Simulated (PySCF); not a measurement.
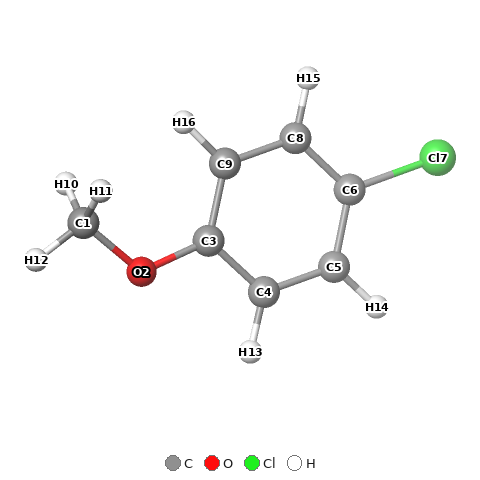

The molecule: C₇H₇ClO (4-chloroanisole), SMILES COc1ccc(Cl)cc1.

GIAO shifts, PBE0/pcSseg-1 with PySCF, at a GFN2-xTB geometry (no frequency check), against TMS for ¹³C and TMS for ¹H computed at the same level. Gas phase, fully decoupled, line heights follow the number of nuclei, widths are arbitrary (no quadrupolar broadening); values of one conformer, averaged over nuclei that symmetry or rotation about single bonds exchange, these motions taken as fast; other conformers aren't averaged in.

**Predict the ¹³C spectrum.**

5 signals.


| δ (ppm) | nuclei | atoms |
| --- | --- | --- |
| 165.1 | 1 | C3 |
| 136.2 | 1 | C6 |
| 135.5 | 2 | C5, C8 |
| 119.0 | 2 | C4, C9 |
| 56.0 | 1 | C1 |

The order of signals that lie close, as those under 2 ppm apart, is within the error of the method.

**Which ¹H signals does it give?**

3 signals.


```tsv
δ (ppm)	nuclei	atoms
7.52	2	H14, H15
6.96	2	H13, H16
3.89	3	H10, H11, H12
```

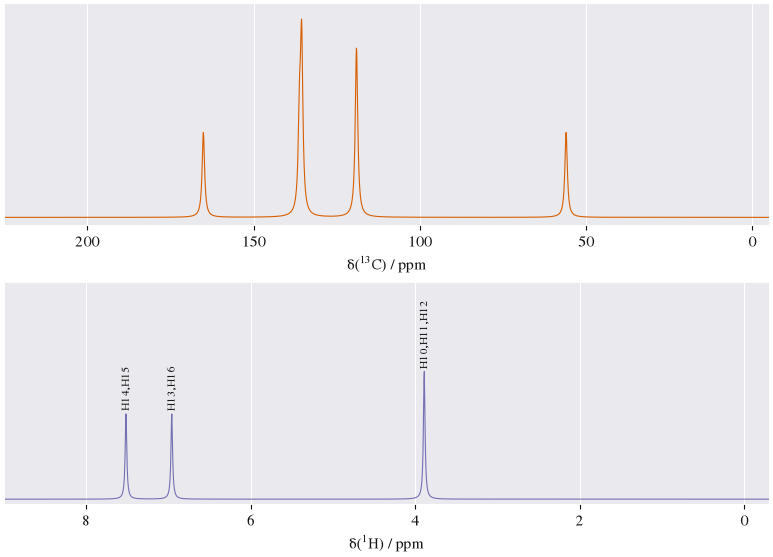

Known limits of this run: the tight-binding geometry is rougher than a DFT one and adds to the error.
